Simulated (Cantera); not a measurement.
Charge: 1 mol Si₂H₆, 3.3 mol H₂O, 2 mol H₂, 1.4 mol O₃, equilibrated at 6.30 Pa.

These are equilibrium values from Cantera (NASA tables, ideal gas, pure condensed phases), not measurements of a reactor. Candidate condensed phases: H₂O, Si, SiO₂; 18 gas species. The feed counts by its element totals alone. The numbers say what is thermodynamically allowed, not how fast it happens.

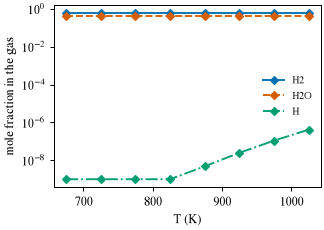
*Equilibrium gas composition (values under 1e-9 drawn at 1e-9)*

From 675 K to 825 K the condensed part is SiO₂(α-quartz). From 875 K to 1025 K the condensed part is SiO₂(β-quartz).
